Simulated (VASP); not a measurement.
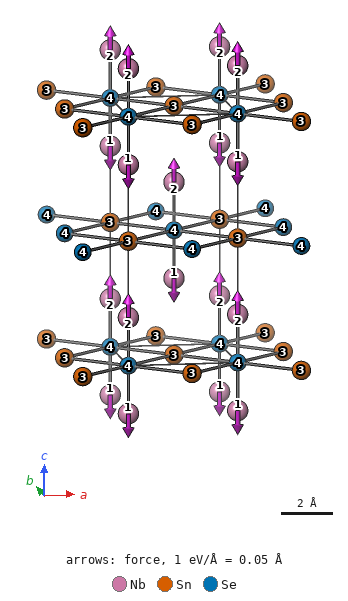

Starting geometry of a crystal of Nb2SnSe (a generated structure, set up in I4/mmm) with the computed forces as purple arrows. Style: ball-and-stick. Shown: the conventional cell (2 times the calculation's cell), from a free direction. Lengths and directions refer to the drawn axes.

The run lets cell and atoms move.

The calculation used Kohn-Sham DFT of a periodic cell, PBE, VASP PAW PBE potentials, recommended in VASP 6.6.1.

The input:
```
PREC = Normal
ENCUT = 520
EDIFF = 1E-4
ISMEAR = 0
SIGMA = 0.15
LREAL = F
LASPH = T
NELM = 60
ALGO = Fast
ISIF = 3
LWAVE = F
LCHARG = F
GGA = PE
IBRION = 2
NSW = 24
EDIFFG = -0.08
```

Run as
```bash
cat potpaw_PBE.64/Nb_sv/POTCAR potpaw_PBE.64/Sn_d/POTCAR potpaw_PBE.64/Se/POTCAR > POTCAR
mpirun -np 1 vasp_std > vasp.out
```

Q: Is this structure relaxed? If not, where do the atoms go?

A: It isn't relaxed: the largest force vector, on Nb atoms, is 19.86 eV/Å. The atoms end up moving mostly along the starting forces (cosine between the two patterns 1.00). After 12 geometry steps the energy has fallen by 1890 meV per atom. The largest force component goes from 20 to 0.03 eV/Å. The pressure goes from 32.22 to 0.17 GPa. The largest moves relative to the cell, 0.37 Å, are those of Nb1 and Nb2. Nb1 goes along −c. Se and Sn stay in place. Cell: a = b 4.380 → 4.018 Å (−8.2 %), c 9.988 → 11.074 Å (+10.9 %). Volume −6.7 %. Among the contacts that change: Nb1–Se4 1.929 → 2.504 Å, Nb1–Nb2 3.299 → 2.890 Å, Sn3–Se4 3.097 → 2.841 Å. The space group stays I4/mmm (No. 139).

Limits of the set-up: layers or molecules are held without a dispersion correction, so their spacing is unreliable.
